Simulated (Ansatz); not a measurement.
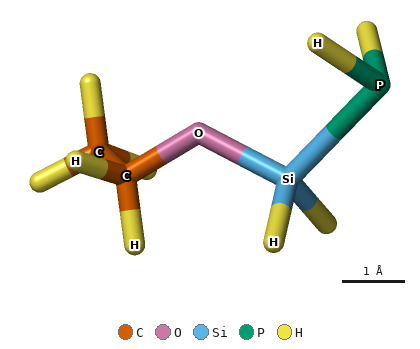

*The structure (stick view, seen at a tilt).*

Bond lengths as drawn: C–C 1.52 Å, C–H 1.11 to 1.12 Å, C–O 1.43 Å, H–P 1.44 Å, H–Si 1.51 Å, O–Si 1.68 Å and P–Si 2.27 Å.

Phonon calculation, with input and output: C2H9OPSi

System: C2H9OPSi, SMILES CCO[SiH2]P.
Method: RKS PBE/def2-SVP (Ansatz 0.2.0).

It belongs to a series of runs on one base structure; here: vibrations at the highest image of the band.

Output
```
Engine: ansatz 0.2.0, aarch64-unknown-linux-gnu
Functional definition: PBE
  parameter kappa = 0.804
  parameter beta = 0.06672455060314922
  exchange = pbe_x(kappa = kappa, mu = beta*pi^2/3)
  correlation = pbe_c(beta = beta)
1384 factors; their error is unknown
mean field evaluation 1: about -21403.6928 eV, gradient 6.1e1 eV
mean field evaluation 2: about -21375.5823 eV, gradient 1.3e2 eV
mean field evaluation 4: about -21412.4355 eV, gradient 9.4e0 eV
mean field evaluation 8: about -21412.6141 eV, gradient 1.4e-1 eV
mean field evaluation 16: about -21412.5451 eV, gradient 2.9e-4 eV
mean field -21412.54506937 eV, -786.8965173552 hartree, gradient 2.3e-5 eV, S^2 0.000000; 0 other end points of the search recorded, 0 dependent functions left out
the calculation of the forces begins
reference -21412.54510821 eV, -786.8965187823 hartree; 29, 29 occupied and 94, 94 virtual orbitals, 1384 factors
these checks for a lower state are left out or cut short: stability, starts, cluster_reference, orbital_swaps, neighbouring_geometries, increment
1384 factors; their error is unknown
mean field -21412.54491606 eV, -786.8965117210 hartree, gradient 2.8e-6 eV, S^2 0.000000; 0 other end points of the search recorded, 0 dependent functions left out
[... from here on the field's lines of each further geometry are left out, up to the last ...]
the calculation of the forces begins
reference -21412.54509630 eV, -786.8965183448 hartree; 29, 29 occupied and 94, 94 virtual orbitals, 1384 factors
these checks for a lower state are left out or cut short: stability, starts, cluster_reference, orbital_swaps, neighbouring_geometries, increment
1384 factors; their error is unknown
mean field -21412.54506784 eV, -786.8965172986 hartree, gradient 9.3e-7 eV, S^2 0.000000; 0 other end points of the search recorded, 0 dependent functions left out
the calculation of the forces begins
reference -21412.54510667 eV, -786.8965187258 hartree; 29, 29 occupied and 94, 94 virtual orbitals, 1384 factors
WARN: phonons: modes at or below zero, which the zero-point energy, F, S and C_V leave out: 1, the lowest at -50.49 cm⁻¹. A minimum has none, and a first-order saddle one
Total energy: -21412.54510821 eV, -786.8965187823 hartree
Atom 0 at    -1.085215    -0.634574     1.883894 Å, force    -0.002281     0.000844     0.003577 eV/Å
Atom 1 at     0.265389    -0.252210     1.296434 Å, force    -0.002789     0.005537    -0.019666 eV/Å
Atom 2 at     0.099808     0.411670     0.041821 Å, force    -0.003303     0.003013     0.015548 eV/Å
Atom 3 at     0.747997    -0.149251    -1.406024 Å, force     0.027549     0.006531    -0.005592 eV/Å
Atom 4 at     0.412432     1.371395    -3.052339 Å, force    -0.021806    -0.012043     0.002096 eV/Å
Atom 5 at    -1.609247    -1.367397     1.237591 Å, force    -0.000667     0.000110    -0.003013 eV/Å
Atom 6 at    -1.730978     0.261105     1.980221 Å, force    -0.001629    -0.000528     0.000679 eV/Å
Atom 7 at    -0.961427    -1.084681     2.890274 Å, force    -0.000967    -0.001755    -0.001351 eV/Å
Atom 8 at     0.799248     0.442810     1.983754 Å, force     0.000881    -0.001515     0.003767 eV/Å
Atom 9 at     0.911397    -1.157420     1.197741 Å, force     0.001736    -0.004016     0.003259 eV/Å
Atom 10 at     0.115792    -1.453294    -1.829899 Å, force    -0.001402     0.003311     0.000937 eV/Å
Atom 11 at     2.234502    -0.376554    -1.268806 Å, force    -0.000746    -0.004024     0.002930 eV/Å
Atom 12 at     0.775752     2.467909    -2.190544 Å, force     0.004589    -0.002070    -0.001105 eV/Å
Atom 13 at    -0.988549     1.491191    -2.735321 Å, force     0.000836     0.006606    -0.002068 eV/Å
Dipole moment:    -0.028607    -0.109451     0.311922 e Å
Vibrations: -50.49 34.00 105.89 147.85 207.13 274.81 377.03 419.82 443.96 603.13 686.91 725.67 754.51 782.82 852.67 923.08 935.51 1049.60 1071.66 1092.31 1140.48 1265.58 1327.09 1362.00 1404.36 1420.63 1445.84 2130.51 2132.88 2317.26 2334.30 2918.76 2974.91 2975.81 3068.41 3074.12 cm⁻¹, zero-point energy 2.776086 eV
```

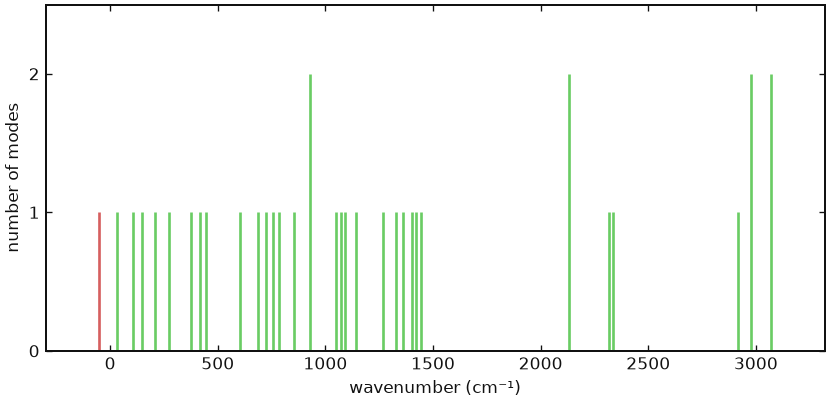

*Harmonic vibrational wavenumbers from the force constants; neighbouring modes closer than 14 cm⁻¹ are counted in one stick, and imaginary ones are drawn at negative wavenumbers.*

36 modes from 50i to 3074 cm⁻¹, 1 imaginary beyond 8i (50i cm⁻¹): not a clean minimum; so soft a mode can be a shallow saddle, an incomplete relaxation or noise of the force constants.

The run was set up as follows.

Input file
```yaml
crystal:
  periodic: [false, false, false]
  atoms:
    - { symbol: C, position_ang: [-1.085215, -0.634574, 1.883894] }
    - { symbol: C, position_ang: [0.265389, -0.25221, 1.296434] }
    - { symbol: O, position_ang: [0.099808, 0.41167, 0.041821] }
    - { symbol: Si, position_ang: [0.747997, -0.149251, -1.406024] }
    - { symbol: P, position_ang: [0.412432, 1.371395, -3.052339] }
    - { symbol: H, position_ang: [-1.609247, -1.367397, 1.237591] }
    - { symbol: H, position_ang: [-1.730978, 0.261105, 1.980221] }
    - { symbol: H, position_ang: [-0.961427, -1.084681, 2.890274] }
    - { symbol: H, position_ang: [0.799248, 0.44281, 1.983754] }
    - { symbol: H, position_ang: [0.911397, -1.15742, 1.197741] }
    - { symbol: H, position_ang: [0.115792, -1.453294, -1.829899] }
    - { symbol: H, position_ang: [2.234502, -0.376554, -1.268806] }
    - { symbol: H, position_ang: [0.775752, 2.467909, -2.190544] }
    - { symbol: H, position_ang: [-0.988549, 1.491191, -2.735321] }
basis:
  gaussian: { orbitals: def2-SVP }
hamiltonian:
  xc: pbe
phonons: {}
```

Run as:
```bash
ansatz run input.yaml --threads 2 --pin off --max-ram 3072MiB --backend cpu --events-out ev --progress --plain --runs-dir out
```

Key numbers

| quantity | value |
| --- | --- |
| outcome | converged |
| total energy | −21412.5451 eV |
| mean-field energy | −21412.5451 eV |
| largest force (length of the vector) | 0.029 eV/Å |
| hardware | 2 threads of Arm Neoverse V1, 24 GiB of memory available, shared host |
| wall time | 2.4 min (CPU time 4.6 min) |
| peak memory | 0.16 GiB |
